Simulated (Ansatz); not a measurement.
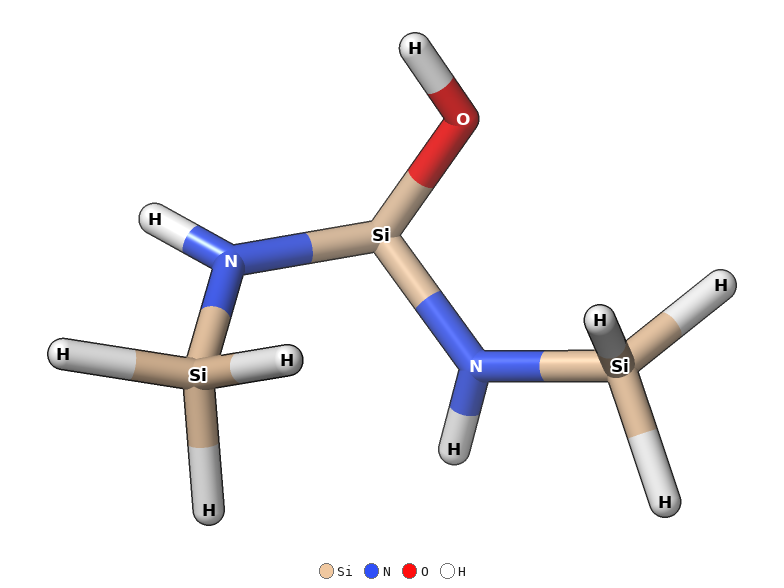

Stick drawing of a structure. Every bond is drawn as one stick, whatever its order.

Charge 0, doublet. Computed geometry: PBE0-D4/def2-TZVP optimisation.

What does the picture show?

It has 15 atoms: 9 hydrogen, 2 nitrogen, 1 oxygen and 3 silicon (H₉N₂OSi₃). This geometry has C1 symmetry. It is an open-shell species. Coordination: 1 Si trigonal pyramidal; 2 N trigonal planar; 2 Si tetrahedral; 1 O bent.

The parts below concern this one geometry. Atoms keep their numbers from picture to picture.

Geometry

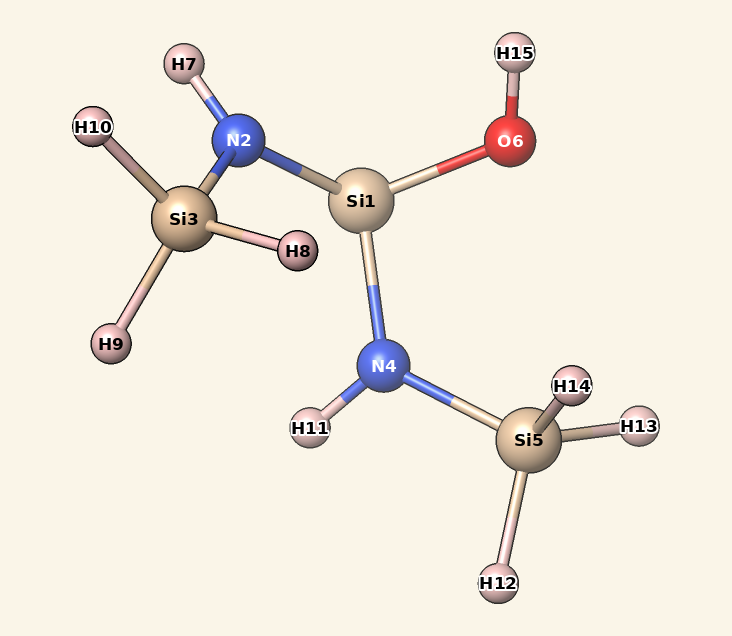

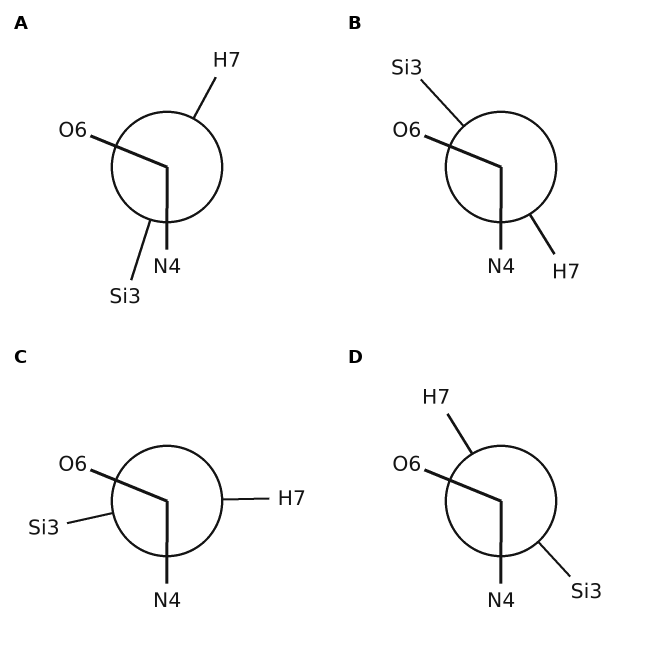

Atoms fade into the background with distance from the viewer. Bonds that would overlap in a projection are set slightly apart.

Which Newman projection shows the view along Si1–N2, with Si1 in front?

A. The torsion angle O6–Si1–N2–Si3 is −95°, about perpendicular.

Vibrations

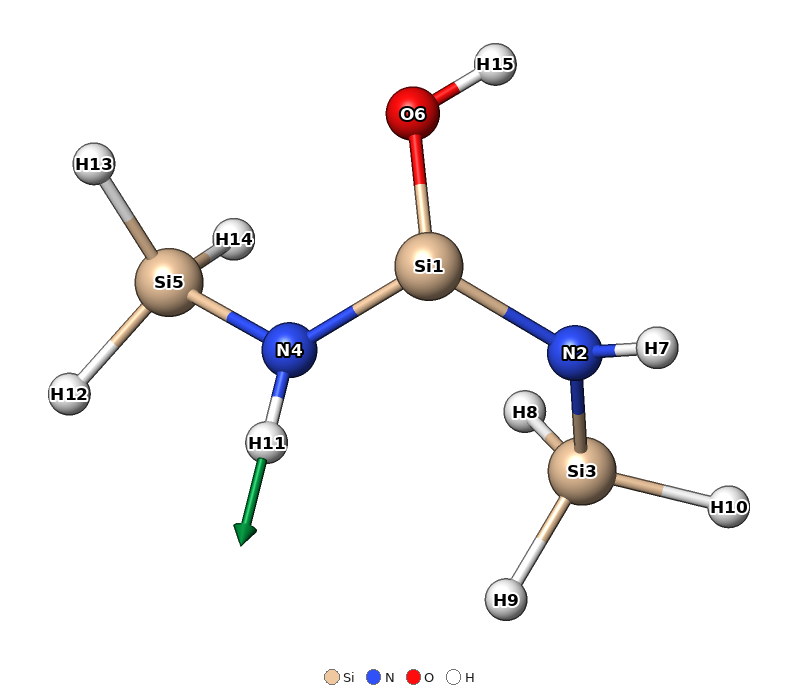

The arrows show one normal mode. Harmonic vibrations computed with UKS PBE0-D4/def2-TZVP (Ansatz 0.2.0) at a stationary point of the same level.

What kind of motion is it?

Mostly N–H stretching.

At what wavenumber does it lie?

3626 cm⁻¹; it is mode 37 of 39 counted from the lowest.

Electronic properties

Method: UKS PBE0-D4/def2-TZVPP (Ansatz 0.2.0).

Computed properties:

- HOMO energy (Kohn–Sham orbital): −5.56 eV
- ⟨S²⟩ of the determinant: 0.752
- dispersion correction: −37.6 kJ/mol

Dipole moment

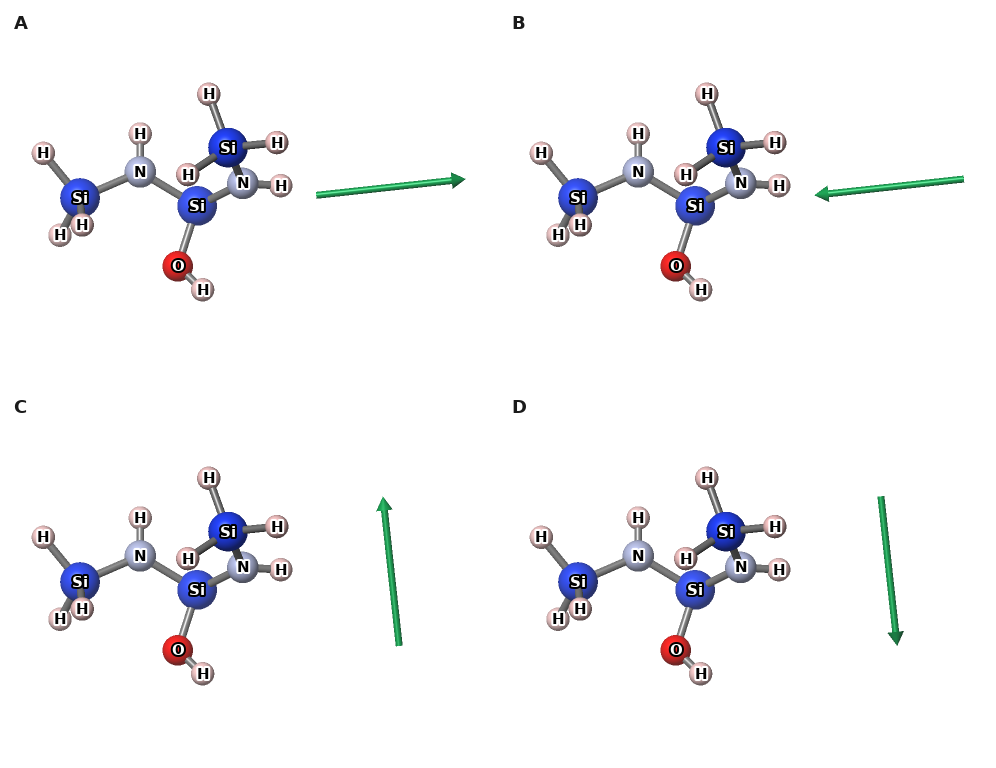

The same molecule four times, each with an arrow. Method: UKS PBE0-D4/def2-TZVP (Ansatz 0.2.0).

Which arrow points along the dipole moment, from the negative to the positive end?

A. The dipole moment is 1.95 D.

Charges

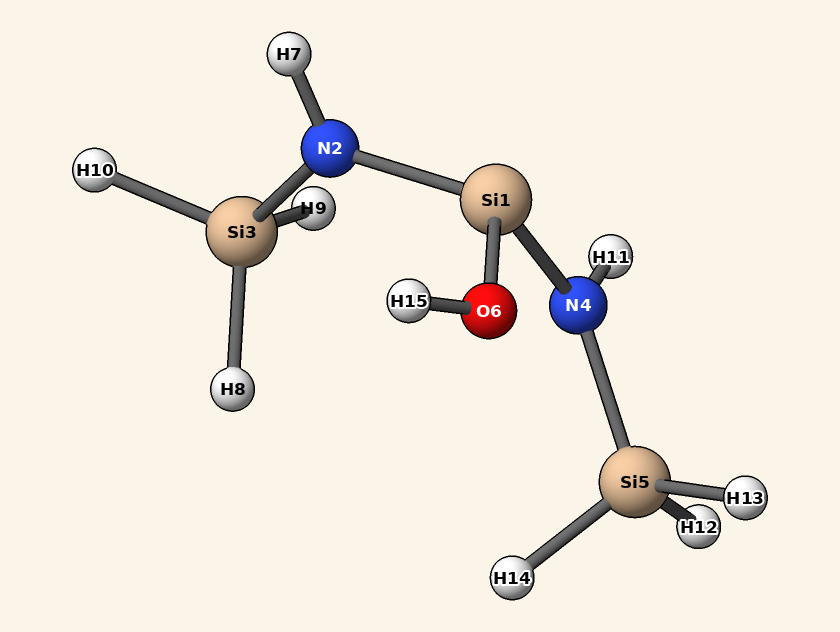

The questions are on Mulliken charges. Level of theory: UKS PBE0-D4/def2-TZVP (Ansatz 0.2.0).

Give the Mulliken charges atom by atom.

| atom | value (e) |
| --- | --- |
| Si1 | 0.43 |
| N2 | −0.49 |
| Si3 | 0.22 |
| N4 | −0.50 |
| Si5 | 0.24 |
| O6 | −0.50 |
| H7 | 0.23 |
| H8 | −0.02 |
| H9 | −0.04 |
| H10 | −0.03 |
| H11 | 0.24 |
| H12 | −0.04 |
| H13 | −0.03 |
| H14 | −0.03 |
| H15 | 0.32 |

Mulliken values depend strongly on the basis set and can even reverse the polarity of a bond.
